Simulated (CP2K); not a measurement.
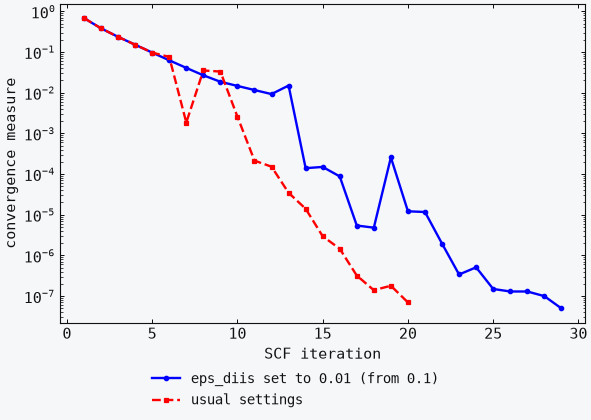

Two SCF runs that differ in one setting.
- system: CHClFNOSi (SMILES O=C=N[SiH](F)Cl)
- method: RHF PDG in CP2K 2026.2

### Which runs converged, and in how many iterations?

“usual settings” converged in 20 iterations. “eps_diis set to 0.01 (from 0.1)” converged in 29 iterations. CP2K mixes the density linearly, with weight alpha, until the error falls below EPS_DIIS, and only then turns to DIIS. That happens at step 6 with the usual settings and at step 13 in the changed run. Both end at the same energy within 1 meV.
